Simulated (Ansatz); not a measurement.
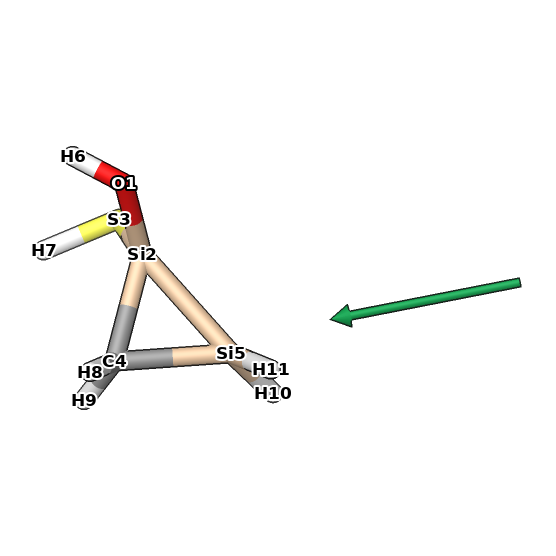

The arrow beside the molecule shows the direction of the dipole moment, from the negative to the positive end (its length means nothing). The geometry was computed by an optimisation with PBE-D4/def2-SVP. No frequency run is at hand to confirm it as a minimum. Properties computed with RKS PBE-D4/def2-SVP (Ansatz 0.2.0).

**How large is the dipole moment?**

2.20 D; it points from the side of H10 to the side of H7, H8, H9 (the outermost atoms at the two ends).
